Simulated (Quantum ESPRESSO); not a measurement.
# Voltage at the next charge: W(110), 5 layers against an electrode

How the rows were computed: Quantum ESPRESSO 7.5, PBE, GBRV ultrasoft; ESM with bc3, a metal electrode 7.00 Å above the top atoms; cell area 7.061 Å²; ions fixed. V is the potential energy of an electron at the electrode over the slab's Fermi level, divided by e, so that it equals the work function at zero charge; positive charge removes electrons.

```tsv
charge (e a cell)	V (V)
0	4.837
0.0106	6.204
0.0212	7.586
```

One more run was made and is withheld. What is V at a charge of 0.0424 e, and what capacitance do the rows imply?

**Worked estimate.** The last two rows give dV/dq = (7.586 − 6.204)/(0.0212 − 0.0106) = 130.4 V/e, so C = 1602/(7.061 × 130.4) = 1.74 µF/cm², an effective gap of 8.854/1.74 = 5.09 Å. At constant C, V = 7.586 + 130.4 × 0.0212 = 10.35 V.

What the calculation gave: V = 10.388 V; the estimate misses by −0.04 V, 1.4 % of the step. Over the three intervals C goes 1.76, 1.74 and 1.72 µF/cm².

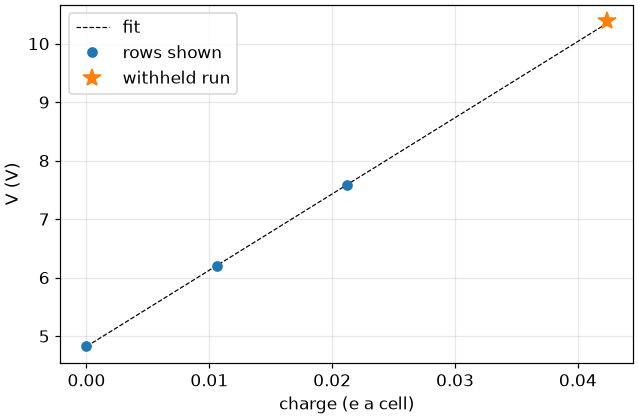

The rows shown, the fit and the withheld run.

Caveats: Vacuum fills the gap; a dielectric or electrolyte would change C. The slab is thin.

[Logs are printed without paths, hosts, clocks, repeated set-up lines and the standing remarks that a program may print on its own settings, such as how far it seeks lower states.]
